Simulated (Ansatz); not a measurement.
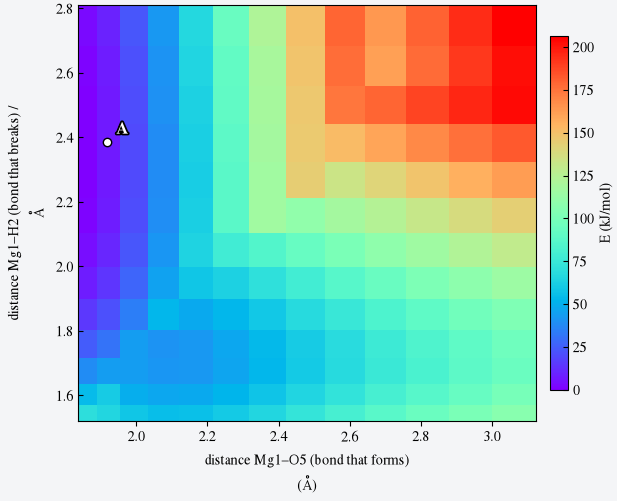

The reacting system ClH₅MgOSi (fragments ClHMg + H₄OSi where the first distance is long, ClH₃MgOSi + H₂ where the second is long). The first coordinate is: distance Mg1–O5 (bond that forms); the second: distance Mg1–H2 (bond that breaks). Relaxed at each point: all other coordinates. The scan uses a 13 × 13 grid. Points are written as (first, second). Energies are in kJ/mol, from the lowest grid point. Energies and slopes of some neighbouring points disagree (a jump in structure or state, or too coarse a mesh). The reference is spin-restricted, so regions where a bond is pulled apart into radicals lie too high. The calculation used Ansatz 0.2.0, RKS PBE-D4/def2-SVP.

Drawn: one coloured cell a grid point, the point A.

> Which way does the force act at A, and how strong is it?

A, at (1.917 Å, 2.386 Å), is not a stationary point. The computed force is 146 kJ/mol for each Å towards smaller values of the first coordinate and 3.2 kJ/mol for each Å towards smaller values of the second coordinate.
